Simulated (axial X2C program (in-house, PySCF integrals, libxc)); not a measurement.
**All-electron X2C curves of AlNa⁺**

What are the state, bond length, wavenumber and bond energy of AlNa⁺, and what does spin–orbit coupling change?

Program: an in-house X2C program for linear molecules on PySCF integrals. Level of theory: all-electron X2C, Al dyall-v3z, Na dyall-v3z. These are calculated values, not measurements.

### Step 1. Input

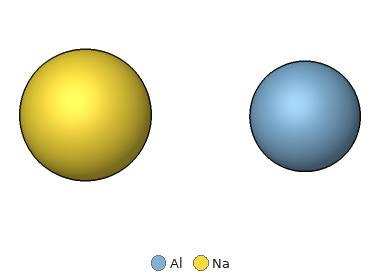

The two atoms at 2.810 Å (aluminium light blue, sodium yellow).

Input file task.json:

```json
{
 "zs": [
  13,
  11
 ],
 "q": 1,
 "bas": [
  "dyall-v3z",
  "dyall-v3z"
 ],
 "levels": [
  "PBE0",
  "HF",
  "LDA",
  "PBEsol"
 ],
 "cc": false,
 "r0": 2.81,
 "npts": 10,
 "nst": 2,
 "ntry": 6
}
```

Keys: zs atomic numbers; q charge; bas basis sets; levels methods (HF also brings MP2); cc coupled cluster on or off; r0 starting distance in Å; npts points asked for on the curve; nst determinants followed; ntry starts of the search.

On the command line:

```console
python so2c.py task.json out
```

Spin-free means the one-electron spin-free X2C Hamiltonian; two-component (2c) means X2C with spin–orbit coupling and atomic mean-field two-electron Coulomb and Gaunt terms. Basis: Al dyall-v3z contracted to [8s8p2d1f], Na dyall-v3z contracted to [9s8p4d2f]; Gaussian nuclei, density fitting. Masses: Al 26.982 u, Na 22.990 u.

Notation: σ, π±, δ± give the projection m of an orbital's angular momentum (0, ±1, ±2), α and β its spin, Λ and M_S the sums; ω is the projection of a spinor's total angular momentum and Ω the sum. Logs are in hartree.

The results follow Hamiltonian by Hamiltonian and level by level.

### Step 2. Search for the lowest determinant

PBE0 moves the distance from 2.810 Å to 3.375 Å and compares determinants there.

Spin-free determinants:

```tsv
ΔE (eV)	state	open shells
0.00	M_S = 1/2, Λ = 0	beyond closed shells: σα
0.94	M_S = 1/2, Λ = 1	beyond closed shells: π+α
3.85	M_S = 3/2, Λ = 1	beyond closed shells: 2 × σα, π+α
5.09	M_S = 1/2, Λ = 1	beyond closed shells: 2 × σα, π+β
6.73	M_S = 3/2, Λ = 0	beyond closed shells: 3 × σα
```

Two-component determinants:

```csv
ΔE (eV),state,open shells
0.00,Ω = 1/2,excess of +ω over −ω: ω = 1/2
0.94,Ω = 3/2,excess of +ω over −ω: ω = 3/2
3.85,Ω = 5/2,"excess of +ω over −ω: 2 × ω = 1/2, ω = 3/2"
5.09,Ω = 3/2,excess of +ω over −ω: 3 × ω = 1/2
5.10,Ω = 1/2,"excess of +ω over −ω: 2 × ω = -1/2, ω = 3/2"
```

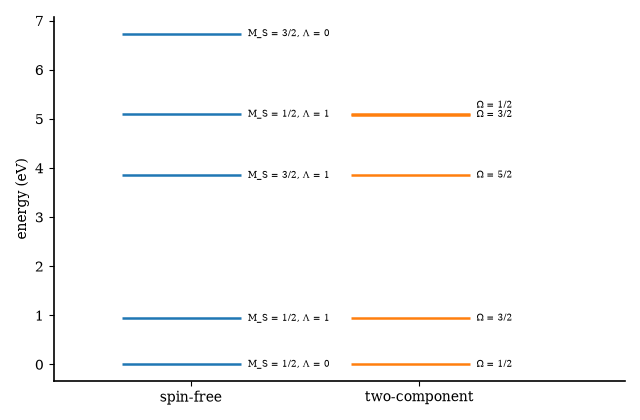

The determinants found, each set from its own lowest.

### Step 3. PBE0, spin-free

State followed: M_S = 1/2, Λ = 0 (beyond closed shells: σα). The scan is laid around 3.375 Å, a first estimate of the minimum, and this SCF restarts from the orbitals of the search.

Output at 3.375 Å:

```text
spin-free X2C-1e  PBE0
basis functions 116  fitting functions 632  grid points 4367
iter        total energy     max residual
   1       -404.935048793     1.43e-05
   2       -404.935048799     5.10e-06
   3       -404.935048800     3.34e-06
converged
one-electron -605.74118731  Coulomb 211.10903104  exact exchange -8.00363848  xc functional -24.72068848  nuclear repulsion 22.42143442
```

Along the bond, energies from the lowest point:

```
R (Å)  E (eV)  μ (D)  HOMO (eV)  LUMO (eV)  iterations
2.936  0.1109   3.32      -9.32      -6.65           9
3.071  0.0455   3.45      -9.23      -6.55           8
3.172  0.0177   3.55      -9.16      -6.47           8
3.274  0.0034   3.64      -9.09      -6.41           8
3.375  0.0000   3.74      -9.01      -6.37           3
3.493  0.0063   3.85      -8.92      -6.32           9
3.611  0.0208   3.97      -8.83      -6.27           9
3.763  0.0486   4.11      -8.71      -6.20           9
3.949  0.0912   4.30      -8.56      -6.12           9
4.219  0.1627   4.57      -8.36      -6.00           9
```

Dipoles are positive if Na is the positive end and refer to the centre of mass.

Outer orbitals at the reference distance:

| symmetry | occupied | ε (eV) | atomic character |
| --- | --- | --- | --- |
| σα | yes | -13.69 | 83% Al s, 8% Na p, 5% Na s |
| σβ | yes | -12.96 | 84% Al s, 8% Na p, 4% Na s |
| σα | yes | -9.01 | 69% Al p, 21% Na s, 5% Na p |
| σβ | no | -6.37 | 55% Al p, 38% Na s, 4% Al s |
| π-α | no | -6.34 | 89% Al p, 7% Na p, 4% Na d |
| π+α | no | -6.34 | 89% Al p, 7% Na p, 4% Na d |
| π-β | no | -6.10 | 91% Al p, 5% Na p, 4% Na d |

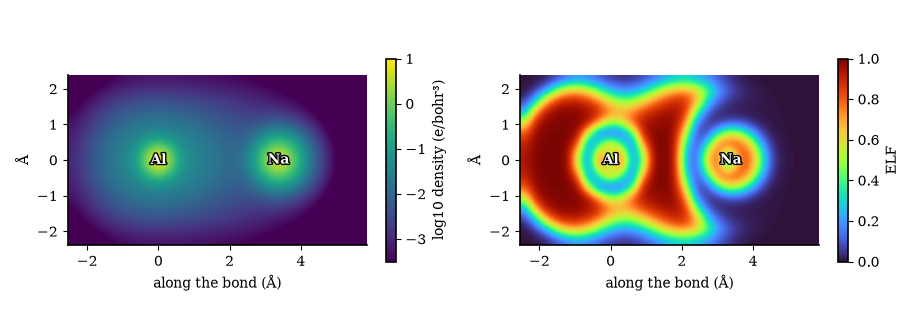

PBE0 fields in a plane through the axis, from a grid of 0.3 Å; Al lies at z = 0 and Na at z = 3.375 Å; the ELF is damped to zero where the density is low.

Re = 3.363 Å, ωe = 134.7 cm⁻¹, ωexe = 0.701 cm⁻¹, Be = 0.1201 cm⁻¹, De = 1.01 eV, μ = 3.73 D.

### Step 4. HF, spin-free

The SCF at the reference distance of 3.375 Å:

```text
spin-free X2C-1e  HF
basis functions 116  fitting functions 632  grid points 4367
iter        total energy     max residual
   1       -404.225275753     8.37e-02
   2       -404.234619038     4.09e-03
   3       -404.235075820     1.82e-03
   4       -404.235190120     9.93e-04
   5       -404.235233705     5.95e-04
   6       -404.235247506     2.88e-04
   7       -404.235250846     8.99e-05
   8       -404.235251297     2.43e-05
   9       -404.235251332     1.02e-05
  10       -404.235251339     4.00e-06
  11       -404.235251340     5.25e-07
converged
one-electron -605.78825192  Coulomb 211.20901133  exact exchange -32.07744516  xc functional 0.00000000  nuclear repulsion 22.42143442
```

Re = 3.427 Å, ωe = 135.7 cm⁻¹, ωexe = 0.585 cm⁻¹, Be = 0.1156 cm⁻¹, De = 0.874 eV, μ = 4.50 D.

### Step 5. LDA, spin-free

The SCF at the reference distance of 3.375 Å:

```text
spin-free X2C-1e  LDA
basis functions 116  fitting functions 632  grid points 4367
iter        total energy     max residual
   1       -403.243092486     1.50e-01
   2       -403.252125334     7.05e-03
   3       -403.252274988     5.46e-03
   4       -403.252568742     4.61e-04
   5       -403.252570239     7.72e-05
   6       -403.252570306     2.73e-05
   7       -403.252570313     1.21e-05
   8       -403.252570317     1.96e-06
   9       -403.252570317     2.73e-07
converged
one-electron -605.42615357  Coulomb 210.69916856  exact exchange 0.00000000  xc functional -30.94701972  nuclear repulsion 22.42143442
```

Re = 3.340 Å, ωe = 128.6 cm⁻¹, Be = 0.1217 cm⁻¹, De = 1.12 eV, μ = 3.14 D.

### Step 6. PBEsol, spin-free

Output at 3.375 Å:

```text
spin-free X2C-1e  PBEsol
basis functions 116  fitting functions 632  grid points 4367
iter        total energy     max residual
   1       -404.022862941     5.01e-02
   2       -404.025253112     5.09e-03
   3       -404.025348393     3.91e-03
   4       -404.025497812     3.55e-04
   5       -404.025498511     5.15e-05
   6       -404.025498553     2.40e-05
   7       -404.025498559     8.26e-06
   8       -404.025498560     1.09e-06
converged
one-electron -605.49660353  Coulomb 210.80599928  exact exchange 0.00000000  xc functional -31.75632873  nuclear repulsion 22.42143442
```

Re = 3.390 Å, ωe = 126.5 cm⁻¹, Be = 0.1182 cm⁻¹, De = 1.05 eV, μ = 3.44 D.

### Step 7. MP2, spin-free

Correlated methods: 11 electrons correlated (frozen shells, counted by type: Al 2 s, 1 p; Na 1 s), 193 virtual spinors in MP2.

MP2: Re = 3.358 Å, ωe = 138.4 cm⁻¹, Be = 0.1204 cm⁻¹, De = 0.894 eV.

### Step 8. A higher determinant, spin-free

State: M_S = 1/2, Λ = 1 (beyond closed shells: π+α).

Output at the reference distance:

```text
spin-free X2C-1e  PBE0
basis functions 116  fitting functions 632  grid points 4367
iter        total energy     max residual
   1       -404.900634349     2.28e-06
   2       -404.900634349     1.50e-06
converged
one-electron -605.41489089  Coulomb 210.80931164  exact exchange -8.00252312  xc functional -24.71396640  nuclear repulsion 22.42143442
```

```
R (Å)  E above the lowest PBE0 point (eV)
2.936                               0.966
3.071                               0.940
3.172                               0.932
3.274                               0.932
3.375                               0.936
3.493                               0.946
3.611                               0.957
3.763                               0.974
3.949                               0.994
```

Re = 3.228 Å, ωe = 111.1 cm⁻¹, ωexe = 2.21 cm⁻¹, Be = 0.1303 cm⁻¹, μ = 5.16 D. Te = 0.93 eV.

### Step 9. The spin-free curves together

Energy (eV) of the followed determinant, spin-free, from each level's lowest point:

```
R (Å)   PBE0     HF    MP2    LDA  PBEsol
2.936  0.111  0.153  0.113  0.090   0.114
3.071  0.045  0.070  0.046  0.035   0.049
3.172  0.018  0.032  0.018  0.012   0.021
3.274  0.003  0.010  0.003  0.001   0.005
3.375  0.000  0.000  0.000  0.000   0.000
3.493  0.006  0.001  0.007  0.007   0.004
3.611  0.021  0.011  0.023  0.022   0.015
3.763  0.049  0.036  0.053  0.048   0.038
3.949  0.091  0.078  0.100  0.087   0.074
4.219  0.163  0.154  0.179  0.150   0.136
```

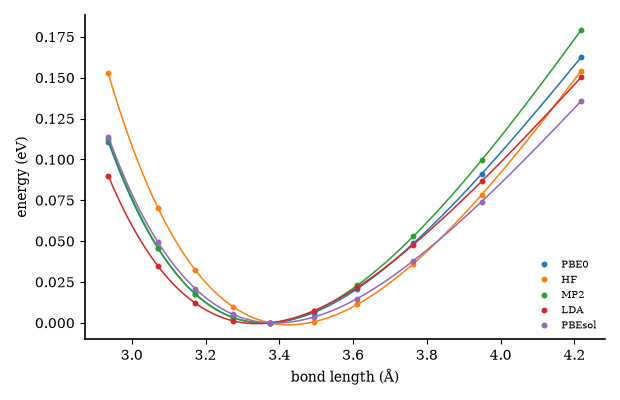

Curves of the followed state, spin-free, each from its own lowest point.

### Step 10. PBE0, 2c

State followed: Ω = 1/2 (excess of +ω over −ω: ω = 1/2). The scan is laid around 3.375 Å, a first estimate of the minimum, and this SCF restarts from the orbitals of the search.

The SCF at the reference distance of 3.375 Å:

```text
two-component X2C + atomic mean field  PBE0
basis functions 116  fitting functions 632  grid points 4367
iter        total energy     max residual
   1       -404.891999221     1.83e-05
   2       -404.891999249     1.10e-05
   3       -404.891999256     8.34e-06
   4       -404.891999264     2.47e-06
   5       -404.891999265     1.09e-07
converged
one-electron -605.62433437  Coulomb 211.07290626  exact exchange -8.00232796  xc functional -24.71660712  nuclear repulsion 22.42143442  atomic mean-field constant -0.04307048
```

Along the bond, energies from the lowest point:

```
R (Å)  E (eV)  μ (D)  HOMO (eV)  LUMO (eV)  iterations
2.936  0.1111   3.32      -9.32      -6.65           9
3.071  0.0456   3.45      -9.23      -6.55           8
3.172  0.0177   3.54      -9.16      -6.48           8
3.274  0.0034   3.64      -9.09      -6.42           8
3.375  0.0000   3.74      -9.01      -6.37           5
3.493  0.0062   3.85      -8.92      -6.32           9
3.611  0.0208   3.96      -8.83      -6.27           9
3.763  0.0485   4.11      -8.71      -6.20           9
3.949  0.0911   4.29      -8.56      -6.12           9
4.219  0.1625   4.57      -8.36      -6.00           9
```

Dipoles are positive if Na is the positive end and refer to the centre of mass.

Outer spinors at the reference distance:

```
   ω  occupied  ε (eV)             atomic character    λ mixture
 1/2       yes  -13.69   83% Al s, 8% Na p, 5% Na s       100% σ
-1/2       yes  -12.96   84% Al s, 8% Na p, 4% Na s       100% σ
 1/2       yes   -9.01  69% Al p, 21% Na s, 5% Na p       100% σ
-1/2        no   -6.37  56% Al p, 36% Na s, 4% Al s  96% σ, 4% π
-1/2        no   -6.35   87% Al p, 7% Na p, 4% Na d  96% π, 4% σ
 3/2        no   -6.34   89% Al p, 7% Na p, 4% Na d       100% π
 1/2        no   -6.11   91% Al p, 5% Na p, 4% Na d       100% π
```

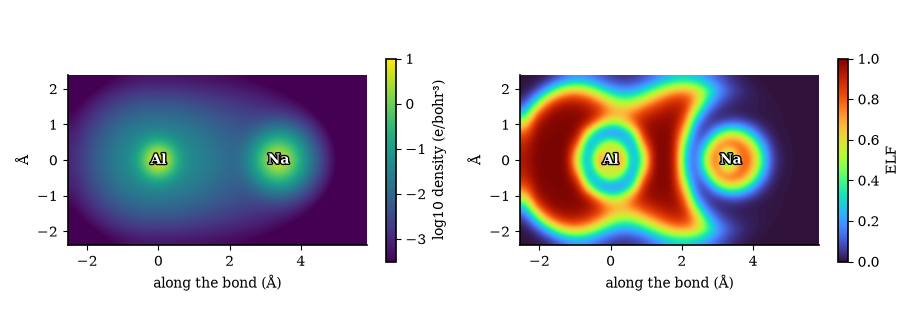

PBE0 fields in a plane through the axis, from a grid of 0.3 Å; Al lies at z = 0 and Na at z = 3.375 Å; the ELF is damped to zero where the density is low.

Re = 3.363 Å, ωe = 134.6 cm⁻¹, ωexe = 0.701 cm⁻¹, Be = 0.1201 cm⁻¹, De = 1.01 eV, μ = 3.73 D.

### Step 11. HF, 2c

The SCF at the reference distance of 3.375 Å:

```text
two-component X2C + atomic mean field  HF
basis functions 116  fitting functions 632  grid points 4367
iter        total energy     max residual
   1       -404.182376036     8.38e-02
   2       -404.191715816     4.09e-03
   3       -404.192172601     1.82e-03
   4       -404.192286932     9.92e-04
   5       -404.192330558     5.95e-04
   6       -404.192344449     2.88e-04
   7       -404.192347871     8.96e-05
   8       -404.192348381     2.43e-05
   9       -404.192348450     2.20e-05
  10       -404.192348496     1.91e-05
  11       -404.192348543     1.48e-05
  12       -404.192348588     8.86e-06
  13       -404.192348613     1.21e-06
  14       -404.192348614     2.60e-07
converged
one-electron -605.67140753  Coulomb 211.17289015  exact exchange -32.07219516  xc functional 0.00000000  nuclear repulsion 22.42143442  atomic mean-field constant -0.04307048
```

Re = 3.427 Å, ωe = 135.7 cm⁻¹, ωexe = 0.584 cm⁻¹, Be = 0.1156 cm⁻¹, De = 0.874 eV, μ = 4.50 D.

### Step 12. LDA, 2c

Output at 3.375 Å:

```text
two-component X2C + atomic mean field  LDA
basis functions 116  fitting functions 632  grid points 4367
iter        total energy     max residual
   1       -403.200199719     1.50e-01
   2       -403.209232656     7.05e-03
   3       -403.209382348     5.46e-03
   4       -403.209676072     4.61e-04
   5       -403.209677568     7.73e-05
   6       -403.209677636     2.72e-05
   7       -403.209677643     1.21e-05
   8       -403.209677646     1.96e-06
   9       -403.209677646     2.73e-07
converged
one-electron -605.30936389  Coulomb 210.66311305  exact exchange 0.00000000  xc functional -30.94179074  nuclear repulsion 22.42143442  atomic mean-field constant -0.04307048
```

Re = 3.341 Å, ωe = 128.6 cm⁻¹, Be = 0.1217 cm⁻¹, De = 1.12 eV, μ = 3.13 D.

### Step 13. PBEsol, 2c

The SCF at the reference distance of 3.375 Å:

```text
two-component X2C + atomic mean field  PBEsol
basis functions 116  fitting functions 632  grid points 4367
iter        total energy     max residual
   1       -403.979881891     5.01e-02
   2       -403.982271811     5.09e-03
   3       -403.982367106     3.91e-03
   4       -403.982516470     3.55e-04
   5       -403.982517169     5.16e-05
   6       -403.982517211     2.41e-05
   7       -403.982517217     8.27e-06
   8       -403.982517218     1.09e-06
converged
one-electron -605.37981628  Coulomb 210.76994742  exact exchange 0.00000000  xc functional -31.75101229  nuclear repulsion 22.42143442  atomic mean-field constant -0.04307048
```

Re = 3.390 Å, ωe = 126.5 cm⁻¹, Be = 0.1182 cm⁻¹, De = 1.05 eV, μ = 3.44 D.

### Step 14. Correlated methods, 2c

Correlated methods: 11 electrons correlated (frozen shells, counted by type: Al 2 s, 1 p; Na 1 s), 193 virtual spinors in MP2.

MP2: Re = 3.359 Å, ωe = 138.4 cm⁻¹, Be = 0.1204 cm⁻¹, De = 0.894 eV.

### Step 15. A higher determinant, 2c

State: Ω = 3/2 (excess of +ω over −ω: ω = 3/2).

Output at the reference distance:

```text
two-component X2C + atomic mean field  PBE0
basis functions 116  fitting functions 632  grid points 4367
iter        total energy     max residual
   1       -404.857388543     1.47e-05
   2       -404.857388544     8.90e-06
converged
one-electron -605.29576159  Coulomb 210.77098771  exact exchange -8.00118562  xc functional -24.70979298  nuclear repulsion 22.42143442  atomic mean-field constant -0.04307048
```

```
R (Å)  E above the lowest PBE0 point (eV)
2.936                               0.972
3.071                               0.945
3.172                               0.938
3.274                               0.937
3.375                               0.942
3.493                               0.951
3.611                               0.963
3.763                               0.979
3.949                               0.999
```

Re = 3.229 Å, ωe = 111.0 cm⁻¹, ωexe = 2.21 cm⁻¹, Be = 0.1303 cm⁻¹, μ = 5.16 D. Te = 0.94 eV.

### Step 16. The 2c curves together

Energy (eV) of the followed determinant, 2c, from each level's lowest point:

```
R (Å)   PBE0     HF    MP2    LDA  PBEsol
2.936  0.111  0.153  0.113  0.090   0.114
3.071  0.046  0.070  0.046  0.035   0.049
3.172  0.018  0.032  0.018  0.012   0.021
3.274  0.003  0.010  0.003  0.001   0.005
3.375  0.000  0.000  0.000  0.000   0.000
3.493  0.006  0.001  0.007  0.007   0.003
3.611  0.021  0.011  0.023  0.022   0.015
3.763  0.048  0.036  0.053  0.048   0.038
3.949  0.091  0.078  0.100  0.087   0.074
4.219  0.163  0.154  0.179  0.150   0.136
```

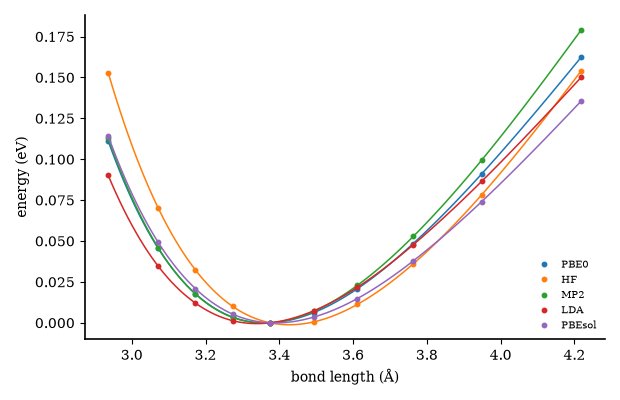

Curves of the followed state, 2c, each from its own lowest point.

Time for the job: 69 s (1 thread, shared host).

### Step 17. Results

Lowest determinant that the search found at its distance, spin-free: M_S = 1/2, Λ = 0 (beyond closed shells: σα).

Lowest determinant that the search found at its distance, 2c: Ω = 1/2 (excess of +ω over −ω: ω = 1/2).

```csv
Hamiltonian,level,Re (Å),ωe (cm⁻¹),De (eV),μ (D)
spin-free,PBE0,3.363,134.7,1.01,3.73
spin-free,HF,3.427,135.7,0.874,4.50
spin-free,MP2,3.358,138.4,0.894,n/a
spin-free,LDA,3.340,128.6,1.12,3.14
spin-free,PBEsol,3.390,126.5,1.05,3.44
2c,PBE0,3.363,134.6,1.01,3.73
2c,HF,3.427,135.7,0.874,4.50
2c,MP2,3.359,138.4,0.894,n/a
2c,LDA,3.341,128.6,1.12,3.13
2c,PBEsol,3.390,126.5,1.05,3.44
```

Dipoles are positive if Na is the positive end and refer to the centre of mass.

Time per point (s) on 1 thread, shared host (2c runs); the times are rough: PBE0 0.54, HF 0.28, MP2 0.45, LDA 0.3, PBEsol 0.42.

At MP2, going from spin-free to two-component changes Re by 0 mÅ, ωe by 0.0 %, which is small (part of it comes from the scalar share of the two-electron terms). De moves by 0.00 eV; both De rest on single-determinant atoms, which can miss part of an open shell's spin–orbit lowering.

De refers to Al + Na+, each in the lowest determinant found, which need not be this curve's own limit. The state is a single determinant with fixed occupations, the lowest that a limited PBE0 search found. Dissociation energies refer to the lowest single-determinant-based atoms at the same level and basis. Density functionals use the spin component along the axis (collinear).
